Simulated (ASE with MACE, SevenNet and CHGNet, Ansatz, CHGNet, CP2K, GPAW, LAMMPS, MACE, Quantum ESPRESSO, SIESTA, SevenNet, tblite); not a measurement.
# Running glassy Na2Si4O9 (90 atoms) with machine-learned potentials

Wanted: machine-learned potentials inputs and outputs for glassy Na2Si4O9 (90 atoms), checked against a plane-wave reference.

Calculated with ASE with MACE, SevenNet and CHGNet; the method is named at each step.

## (1) The structure

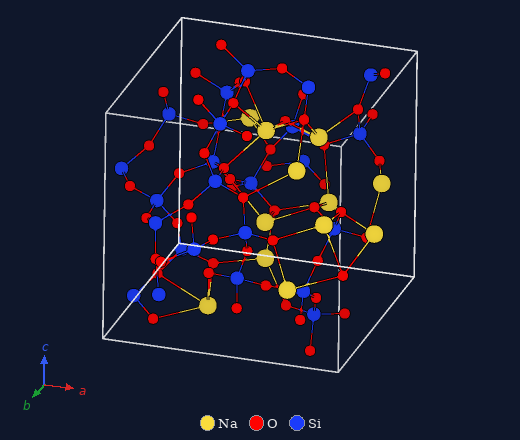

The starting structure, seen from a free direction (sodium yellow, oxygen red, silicon blue). Some periodic images of atoms are drawn too.

The cell holds 90 atoms: 12 Na, 54 O and 24 Si. Cell: a = 10.817 Å, b = 10.817 Å, c = 10.817 Å, α = 90.0°, β = 90.0°, γ = 90.0°. 90 atoms (12 Na, 54 O, 24 Si) placed at random at 2.38 g/cm³, melted at 4500 K for 20 ps at fixed volume with the Morse and Coulomb pair potential with partial charges (Pedone, Malavasi, Menziani, Cormack and Segre, J. Phys. Chem. B 110, 11780 (2006)). Quenched from 4500 K to 300 K at 10 K/ps and fixed volume, held 5 ps.

The yardstick, on the same geometry:

| Property | Result |
| --- | --- |
| method | Kohn-Sham DFT, PBE, SSSP efficiency 1.3.0 pseudopotentials, plane waves (Quantum ESPRESSO 7.5); sssp-pbe-1.3.0-efficiency, cutoffs 60/480 Ry, Γ point |
| r.m.s. force component | 1.318 eV/Å |
| longest force | 5.296 eV/Å |
| pressure | 5.227 GPa |
| gap (highest filled to lowest empty level) | 2.733 eV |
| time | 2.7 min on 4 MPI ranks of Arm Neoverse V2, shared host |
| CPU time | 11 min |

## (2) MACE MP-0b2 small potential

Method: machine-learned interatomic potential MACE MP-0b2 small, trained on PBE(+U) plane-wave data.

Input file run.py:

```python
import numpy as np
from ase.io import read
import mlip  # loads the published weights by name

atoms = read("structure.xyz")
atoms.calc = mlip.calc("mace-mp-0b2-small")
energy = atoms.get_potential_energy()
forces = atoms.get_forces()
print(f"energy {energy:.6f} eV")
print("forces (eV/A)")
for i, (a, f) in enumerate(zip(atoms, forces)):
    print(f"{i:4d} {a.symbol:2s} {f[0]:10.5f} {f[1]:10.5f} {f[2]:10.5f}")
stress = -atoms.get_stress(voigt=False) * 160.21766
print("stress (GPa, compression positive)")
for row in stress:
    print(" ".join(f"{x:10.4f}" for x in row))
```

Input file structure.xyz:

```xyz
90
Lattice="10.81660 0.00000 0.00000 0.00000 10.81660 0.00000 0.00000 0.00000 10.81660" Properties=species:S:1:pos:R:3 pbc="T T T"
Na 4.42723 9.63110 1.74753
Na 5.85578 8.42862 10.44646
Na 4.99619 3.34774 7.56773
Na 5.75670 1.24239 4.85568
Na 6.00181 6.49537 4.65071
Na 6.06530 3.35196 0.08188
Na 9.41931 1.44229 2.45991
Na 6.86584 9.10422 4.15595
Na 7.05783 1.29583 2.48090
Na 8.97994 6.69407 6.12544
Na 10.37042 3.46174 5.87742
Na 7.37930 3.21642 7.54177
O 6.09321 1.33401 7.39888
O 4.65763 4.77272 2.33671
O 1.53736 7.39033 10.60503
O 2.97381 1.76970 7.90823
O 4.91203 0.88610 9.49319
O 10.55960 5.52555 10.09632
O 3.52589 4.73789 6.13280
O 10.13018 4.78105 3.81177
O 2.33963 1.62541 10.55116
O 1.93855 9.68443 0.76744
O 2.63373 8.57248 4.97964
O 2.23352 4.95519 10.59951
O 9.76220 9.81174 8.43565
O 8.46118 5.87255 8.47329
O 4.60052 7.23328 6.82668
O 0.71411 6.98493 4.27267
O 3.60561 5.64032 8.50931
O 7.80807 5.09354 5.04746
O 7.50780 5.96957 10.79064
O 3.81826 8.75993 9.98794
O 7.34544 10.60676 9.27880
O 10.66895 9.50931 2.24563
O 9.66225 0.95543 9.99432
O 0.95781 0.48015 7.22527
O 2.29463 10.26831 3.23514
O 6.93593 8.11634 6.04021
O 3.87407 2.99652 4.04314
O 4.54362 5.82744 0.02856
O 8.32510 2.45288 0.72471
O 3.99284 3.32686 9.76285
O 1.94061 2.60788 5.70835
O 1.89377 4.67753 4.11756
O 2.07592 6.64301 6.47179
O 8.31797 2.80712 3.92383
O 6.20429 6.90564 1.81762
O 4.74016 9.94835 3.95942
O 8.71904 7.53149 1.87008
O 1.54104 9.35820 8.86723
O 9.24257 3.48338 9.26723
O 10.66117 4.75887 7.55529
O 0.88858 1.02152 1.79880
O 5.00008 2.17976 1.81005
O 9.06442 9.38870 0.17177
O 0.78604 5.79164 1.81394
[... 30 atom lines left out ...]
Si 5.90759 0.16939 8.43176
Si 2.22303 1.25494 6.58580
Si 7.76015 6.35335 1.54212
Si 4.66542 6.21349 1.64932
```

Command:

```console
> OMP_NUM_THREADS=1 python run.py > output.txt
```

What it wrote:

```text
energy -634.840824 eV
forces (eV/A)
   0 Na   -0.78066   -0.46215   -0.17328
   1 Na    0.26121   -0.12020    0.03652
   2 Na   -0.84356    0.06337   -0.16781
   3 Na   -0.49560   -0.04037    0.72136
   4 Na    0.01207   -0.57714   -0.05960
   5 Na    0.87310    0.05159    0.29968
   6 Na    0.79600    0.00654    0.18623
   7 Na    0.02977    0.43085   -0.43486
   8 Na   -0.41949    0.51358   -0.88491
   9 Na   -0.21265    0.02850    0.49605
  10 Na    0.20244   -0.14035   -0.12123
  11 Na    1.25320   -0.02807   -0.03594
  12 O     0.80675    1.77844   -1.91178
  13 O    -0.54321   -3.39222    0.95037
  14 O    -0.97541   -0.52370    0.12180
  15 O     2.08078    0.71391    2.52216
  16 O     0.04658   -1.13098    2.21196
  17 O    -0.55556    0.51651    0.83708
  18 O     1.78037   -1.19945   -0.31454
  19 O     0.85275   -0.19946    0.22948
  20 O     0.90565   -1.18975   -1.47424
  21 O     0.67735    0.31608   -0.80201
  22 O     0.90316    0.08384    0.06869
  23 O    -0.65507   -1.10585    0.00352
[...]
82 Si   -2.90091    0.26961    3.09238
  83 Si    1.74834    0.87624   -2.60128
  84 Si    0.23496   -0.01554    0.09304
  85 Si   -4.52098    0.90632   -1.97985
  86 Si    2.63572   -0.23733   -0.68322
  87 Si    0.57514   -1.27437    0.48221
  88 Si   -3.21477   -2.48648   -0.68878
  89 Si    1.15635   -0.69364   -1.36826
stress (GPa, compression positive)
    6.3135    -1.6313    -2.2418
   -1.6313     4.6606    -0.0940
   -2.2418    -0.0940     4.0991
```

Elapsed: 5.3 s, on 1 thread of Arm Neoverse V2, shared host; peak memory 0.67 GiB.

Banners, paths, timers and routine set-up lines are dropped from the logs unmarked, and long logs keep their key lines alone; longer cuts are marked.

Against the reference:

- r.m.s. force component: 1.284 eV/Å
- r.m.s. difference of force components: 97.23 meV/Å
- longest difference of force vectors: 659.4 meV/Å
- force difference over r.m.s. force: 7.377 %
- slope of forces against the reference's: 0.9714
- correlation of force components: 0.9976
- pressure: 5.024 GPa
- pressure difference: -0.2029 GPa

Length of the force difference by element (eV/Å):

```
element  atoms   mean   most
     Na     12  0.068  0.097
      O     54   0.12   0.33
     Si     24   0.22   0.66
```

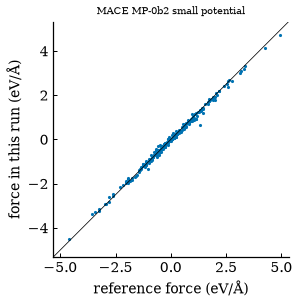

Force components against those of the reference; the line marks equality.

A closer look about O37, picked at random: 10 atoms, nearest first, numbered in the order of the input, with positions taken from that point.

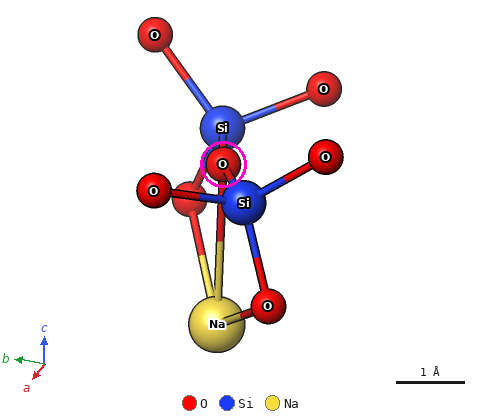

The atoms of the table, within 2.7 Å (arrows a, b, c point along x, y, z); some may hide others; the central atom is ringed.

```
atom      x      y      z  distance (Å)  bonds     Fx     Fy  Fz (eV/Å)
 O37   0.00   0.00   0.00          0.00      3  -0.86   0.90      -0.95
Si83   1.00  -0.33   1.18          1.59      4  -2.90   0.27       3.09
Si71  -1.06   0.05  -1.20          1.60      4   0.09  -1.80      -0.27
 O23   0.34  -1.70   1.74          2.46      2   0.90   0.08       0.07
 O53  -1.41   1.57  -1.44          2.55      3  -1.15   1.84       0.11
 O22  -0.36  -0.58  -2.47          2.56      3   0.68   0.32      -0.80
 O48   2.45  -0.32   0.72          2.57      4   4.15   0.32      -0.99
 Na1   2.13  -0.64  -1.49          2.68      4  -0.78  -0.46      -0.17
 O57   0.84   0.78   2.47          2.72      2   0.08   0.01      -0.82
 O34  -2.44  -0.76  -0.99          2.74      2  -0.75  -0.78       0.89
```

Atoms are counted from 1 here, from 0 in the log.

Forces lie 7.4 % from the reference's, at 0.0081 times its CPU time (on 1 against 4 cores).

## (3) SevenNet l3i5 potential

Method: machine-learned interatomic potential SevenNet l3i5, trained on PBE(+U) plane-wave data.

Changes to run.py since step 2:

```diff
@@ -5,3 +5,3 @@
 atoms = read("structure.xyz")
-atoms.calc = mlip.calc("mace-mp-0b2-small")
+atoms.calc = mlip.calc("7net-l3i5")
 energy = atoms.get_potential_energy()
```

structure.xyz is that of step 2.

What it wrote:

```text
energy -634.348938 eV
forces (eV/A)
   0 Na   -0.80793   -0.48813   -0.28842
   1 Na    0.09924   -0.16910    0.03397
   2 Na   -0.76893    0.08507   -0.13648
   3 Na   -0.52475   -0.03112    0.72771
   4 Na   -0.02201   -0.62356   -0.09887
   5 Na    0.90674    0.09938    0.25977
   6 Na    0.69979   -0.04212    0.21310
   7 Na    0.02026    0.37600   -0.42833
   8 Na   -0.26917    0.55003   -0.96170
   9 Na   -0.20486   -0.05602    0.49450
  10 Na    0.22213   -0.09761   -0.08719
  11 Na    1.19268   -0.02312   -0.07854
  12 O     0.82111    1.90624   -1.99452
  13 O    -0.54277   -3.56261    1.02536
  14 O    -1.10368   -0.64039    0.08232
  15 O     2.04386    0.66080    2.47568
  16 O     0.14528   -1.27599    2.13486
  17 O    -0.58599    0.48903    0.81372
  18 O     1.82645   -1.20696   -0.41193
  19 O     0.92504   -0.21255    0.27904
  20 O     0.89941   -1.18812   -1.44175
  21 O     0.55332    0.48932   -0.63683
  22 O     0.96556    0.10357    0.07692
  23 O    -0.70440   -1.10347   -0.01254
[...]
82 Si   -2.85085    0.29480    3.09584
  83 Si    1.67149    0.77817   -2.73946
  84 Si    0.17897   -0.03833    0.21000
  85 Si   -4.52463    1.05565   -2.01583
  86 Si    2.63809   -0.25227   -0.45493
  87 Si    0.54127   -1.27764    0.59960
  88 Si   -3.23211   -2.51280   -0.88333
  89 Si    0.88611   -0.44587   -1.32115
stress (GPa, compression positive)
    6.2100    -1.7134    -2.3107
   -1.7134     4.5625    -0.1495
   -2.3107    -0.1495     4.0956
```

The job ended after 9 s (1 thread; peak memory 1.5 GiB).

Numbers from this run, and their distance from the reference:

```yaml
r_m_s_force_component: 1.303 eV/Å
r_m_s_difference_of_force_components: 52.48 meV/Å
longest_difference_of_force_vectors: 230.3 meV/Å
force_difference_over_r_m_s_force: 3.982 %
slope_of_forces_against_the_reference_s: 0.9879
correlation_of_force_components: 0.9993
pressure: 4.956 GPa
pressure_difference: -0.2713 GPa
```

Against the first run (7.4 %), the force difference from the reference is 4.0 %, at 1.6 times the CPU time.

## (4) CHGNet 0.3.0 potential

Method: machine-learned interatomic potential CHGNet 0.3.0, trained on PBE(+U) plane-wave data.

Changes to run.py since step 3:

```diff
@@ -5,3 +5,3 @@
 atoms = read("structure.xyz")
-atoms.calc = mlip.calc("7net-l3i5")
+atoms.calc = mlip.calc("chgnet-0.3.0")
 energy = atoms.get_potential_energy()
```

structure.xyz is that of step 3.

What it wrote:

```text
CHGNet v0.3.0 initialized with 412,525 parameters
CHGNet will run on cpu
energy -672.461243 eV
forces (eV/A)
   0 Na   -0.67398   -0.45531   -0.20590
   1 Na    0.09113   -0.07940    0.05546
   2 Na   -0.71259    0.09431   -0.14296
   3 Na   -0.58479    0.00293    0.80522
   4 Na   -0.03112   -0.54906   -0.16153
   5 Na    0.73929    0.05700    0.19386
   6 Na    0.65628   -0.07533    0.16701
   7 Na    0.03953    0.39322   -0.42146
   8 Na   -0.24725    0.44685   -0.87849
   9 Na   -0.11701   -0.08268    0.47999
  10 Na    0.12450   -0.14517   -0.16125
  11 Na    1.18707   -0.01059   -0.07800
  12 O     0.82498    1.93419   -2.06005
  13 O    -0.48070   -3.44057    0.92048
  14 O    -1.01870   -0.35178    0.08194
  15 O     2.15313    0.77434    2.66615
  16 O     0.13487   -1.37721    2.14623
  17 O    -0.55254    0.51123    0.79014
  18 O     1.74145   -1.21440   -0.20206
  19 O     0.86733   -0.17957    0.22037
  20 O     0.82995   -1.11672   -1.50185
  21 O     0.64697    0.23007   -0.77522
  22 O     0.91479    0.12993    0.03544
  23 O    -0.71103   -1.00105   -0.05762
[...]
82 Si   -2.89112    0.36131    3.20428
  83 Si    1.69382    0.76882   -2.78020
  84 Si    0.29550   -0.06091   -0.05518
  85 Si   -4.42274    0.93168   -2.08854
  86 Si    2.73531   -0.20638   -0.23521
  87 Si    0.54911   -1.25053    0.59685
  88 Si   -3.07776   -2.41103   -0.71099
  89 Si    0.97244   -0.45890   -1.34742
stress (GPa, compression positive)
    6.5131    -1.5903    -2.2333
   -1.5903     5.0005     0.0080
   -2.2333     0.0080     4.4086
```

Wall time 3.1 s (1 thread); peak memory 1.2 GiB.

Numbers from this run, and their distance from the reference:

- r.m.s. force component: 1.296 eV/Å
- r.m.s. difference of force components: 120.5 meV/Å
- longest difference of force vectors: 544.4 meV/Å
- force difference over r.m.s. force: 9.138 %
- slope of forces against the reference's: 0.9788
- correlation of force components: 0.9959
- pressure: 5.307 GPa
- pressure difference: 0.0801 GPa

Against the first run (7.4 %), the force difference from the reference is 9.1 %, at 0.58 times the CPU time.

## (5) All runs compared

Differences are against the plane-wave reference, forces as r.m.s. over components; share is that over the reference's r.m.s. force, slope the least-squares factor from reference forces to these. Total energies of different programs have different zeros and aren't compared.

```
                        run  Δ force, r.m.s. (meV/Å)  share (%)  slope  Δ pressure (GPa)  cores  CPU time  memory (GiB)
                  reference                        -          -      -                 -      4    11 min           4.1
MACE MP-0b2 small potential                     97.2       7.38  0.971            -0.203      1     5.3 s          0.67
    SevenNet l3i5 potential                     52.5       3.98  0.988            -0.271      1     8.6 s           1.5
     CHGNet 0.3.0 potential                      120       9.14  0.979            0.0801      1     3.1 s           1.2
```

Times of the machine-learned potentials are mostly Python's start and the loading of weights.

CPU time is summed over cores on a shared host, where runs went side by side, so it is rough. Symmetry, cutoffs, thresholds, outputs and thread counts weren't matched or tuned between programs; memory under MPI is the largest rank's times the ranks.

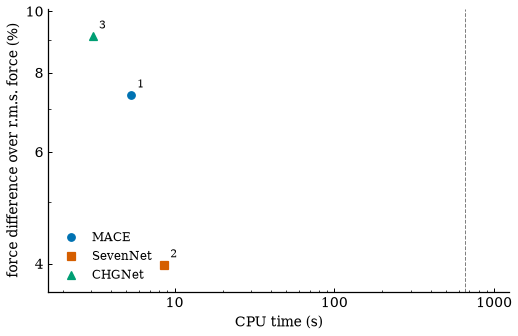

Force difference against CPU time; the dashed line marks the reference's time. Points: 1 MACE MP-0b2 small potential; 2 SevenNet l3i5 potential; 3 CHGNet 0.3.0 potential.

## (6) Summary of results

```json
{
  "nearest in forces": "SevenNet l3i5 potential, 4.0 %",
  "its CPU time": "8.6 s"
}
```

**Reading.** Machine-learned potentials differ by 4.0 % (SevenNet l3i5 potential) to 9.1 % (CHGNet 0.3.0 potential); they were trained on other programs' data. The reference's pressure holds the uncorrected Pulay stress of its 60 Ry basis, so small pressure differences, and their order, may be the reference's own error. Machine-learned potentials mimic data converged in k, so the reference's own k-point error enters their differences. The quench rate of 10 K/ps is many orders above laboratory rates, so the cell is likely richer in defects and strain than a real sample. The network of bonds at the start is that of the classical potential that made the cell, and needn't be the one that DFT or experiment would give. The electronic-structure runs sample only Γ, in a cell whose shortest periodic width is 11 Å.

[Also dropped from logs without a mark: logging warnings of Python, and SIESTA's first energy breakdown and zero terms.]

[Logs are printed without paths, hosts, clocks, repeated set-up lines and the standing remarks that a program may print on its own settings, such as how far it seeks lower states.]

[Hosts, paths, dates, database ids (printed as entryN), source tags and the programs' standing remarks are cut or masked in the printed files.]
